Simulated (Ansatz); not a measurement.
HfS2 (charge −1, doublet)

```xyz
3

Hf   -0.2252    0.2419    0.7325
S    -1.0371   -1.6724   -0.2072
S     1.2623    1.4304   -0.5252
```

Geometry: PBE-D4/def2-TZVPD; core potentials replace the inner electrons of Hf.

Theory: UKS PBE0-D4/def2-TZVPD in Ansatz 0.2.0.

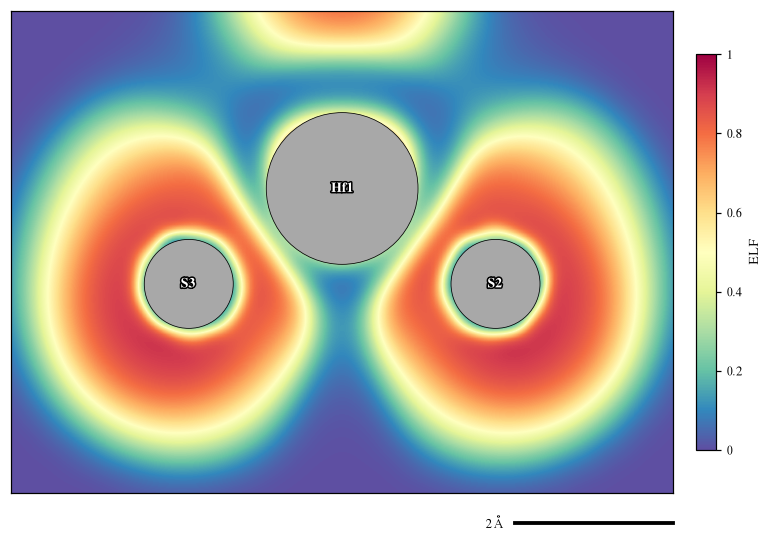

Figure 1. Electron localisation function on the molecular plane. Grey discs cover the atomic cores.

> What does the map show?

The plane passes through Hf and S nuclei. Hf–S (2.28 Å): the ELF peaks at about 0.80 in the valence shell of S, 0.9 Å from its nucleus, and is about 0.45 at the midpoint.

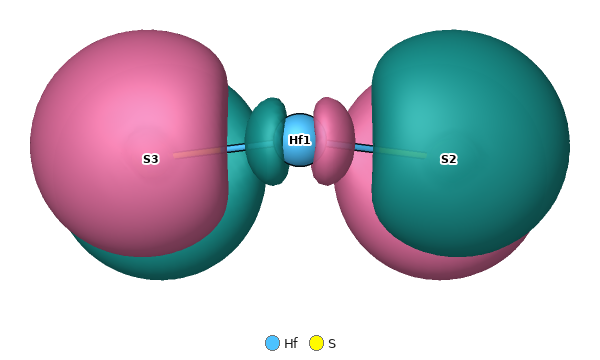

Figure 2. The HOMO (β) at ±0.06 Å⁻³ᐟ² (teal and pink are the two phases), seen from one side.

> Where does this orbital lie, and at what energy?

It lies mainly on S2 (about 45 %), S3 (about 45 %) and Hf1 (about 15 %); it is symmetric in the molecular plane (an in-plane orbital: σ, lone-pair or in-plane π type). Its energy is −1.94 eV.
